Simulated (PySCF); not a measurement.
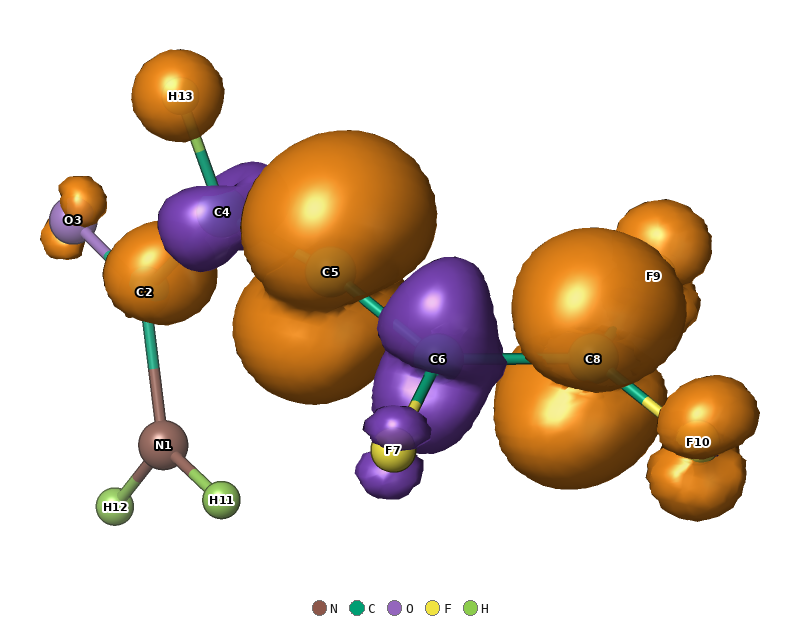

Figure. C$_{5}$H$_{3}$F$_{3}$NO (SMILES NC(=O)/C=[C]\C(F)=C(F)F) (doublet). Isosurfaces of the spin density at +0.03 (orange) and −0.03 e/Å³ (purple), seen at a tilt.

Geometry: GFN2-xTB.

Level of theory: UKS B3LYP, pcH-1 on C F H N O, non-relativistic, mean-field spin-orbit, GIAO (PySCF 2.14.0, density-fitted response routines).

```xyz
13

N     1.7663    1.0818   -0.1591
C     1.9982   -0.1506    0.3264
O     3.0758   -0.6889    0.3399
C     0.7617   -0.8436    0.8771
C    -0.4478   -0.5027    0.5917
C    -1.6087    0.0568    0.1807
F    -2.1459    1.0473    0.9376
C    -2.3502   -0.3347   -0.9123
F    -1.9470   -1.2836   -1.7512
F    -3.5000    0.2069   -1.2836
H     0.8527    1.4988   -0.1265
H     2.5359    1.6092   -0.5375
H     1.0048   -1.6961    1.4990
```

> Which atoms carry the spin?

The unpaired spin (1 electron) lies mostly on C5 (about 0.4), C8 (about 0.4) and F10 (about 0.1), in electrons by Hirshfeld's partition.
